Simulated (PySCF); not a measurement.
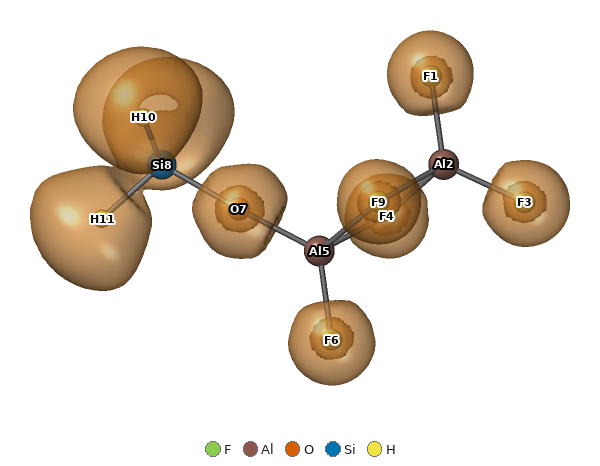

Figure 1: Al₂F₅H₂OSi (doublet). Isosurface of the ELF at 0.75 (orange), seen across its widest extent. Core shells and regions of very low density are left out.

Geometry: PBE0-D3(BJ)/def2-SVP.

Theory: UKS B3LYP, IGLO-III on Al F O Si, pcH-1 on H, non-relativistic, mean-field spin-orbit, GIAO in PySCF 2.14.0, density-fitted response routines.

```yaml
atoms:
  - { symbol: F, position_ang: [1.3578, -1.4154, 2.3628] }
  - { symbol: Al, position_ang: [0.1887, -0.2587, 2.4154] }
  - { symbol: F, position_ang: [-0.4267, 0.3506, 3.8129] }
  - { symbol: F, position_ang: [-1.1162, -0.6186, 1.2158] }
  - { symbol: Al, position_ang: [-0.7494, 0.6635, -0.0296] }
  - { symbol: F, position_ang: [-1.9219, 1.8214, 0.0131] }
  - { symbol: O, position_ang: [-0.0794, 0.0018, -1.4095] }
  - { symbol: Si, position_ang: [0.5325, -0.7909, -2.7285] }
  - { symbol: F, position_ang: [0.5288, 1.0489, 1.2146] }
  - { symbol: H, position_ang: [1.9728, -0.4165, -2.9087] }
  - { symbol: H, position_ang: [-0.2543, -0.4146, -3.9479] }
```

Identify the bonds, lone pairs and shells in this picture.

The surface consists of one region on O in which the atom's valence shell and bonds are merged, five regions wrapped around F (the valence shell of each) and one joined region spread over several atoms (H, Si), in which their bonds and any lone pairs are merged. Profiles from the grid: Al–F (1.64 Å): the ELF peaks at about 0.85 in the valence shell of F, 0.5 Å from its nucleus, and is about 0.35 at the midpoint. Si–O (1.66 Å): the ELF peaks at about 0.85 between the atoms; a polar covalent bond.
